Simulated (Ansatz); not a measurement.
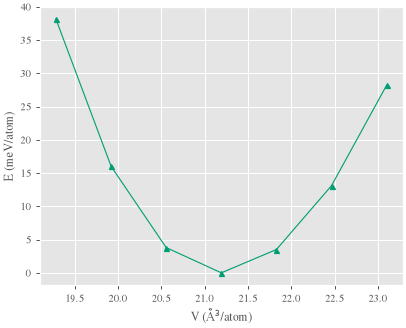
*Y$_{2}$F in space group R-3m (No. 166; Y on 6c, F on 3a) under volume change, PBEsol (plane waves, PAW; program Ansatz), shape and atoms relaxed at each volume.*

Problem. What does a third-order Birch–Murnaghan fit give for V₀, B₀ and B′?

Solution. V₀ = 21.19 Å³/atom, B₀ = 60.7 GPa, B′ = 4.0.

The start of the workflow was typed in or built on a structure type; neither database checked (COD, Materials Project) lists it. Its standing as an ambient phase is unchecked. The cell was relaxed with PBEsol under the symmetry of its start; whether a distortion lowers the energy is not shown. The run is not spin-polarised. The volume moved by -17 % from the start of the relaxation.

Potentials: the earlier of the program's two PAW sets. The files were generated under PBE; for other functionals the program regenerates the frozen cores, and for LDA and PBEsol the local potential too.
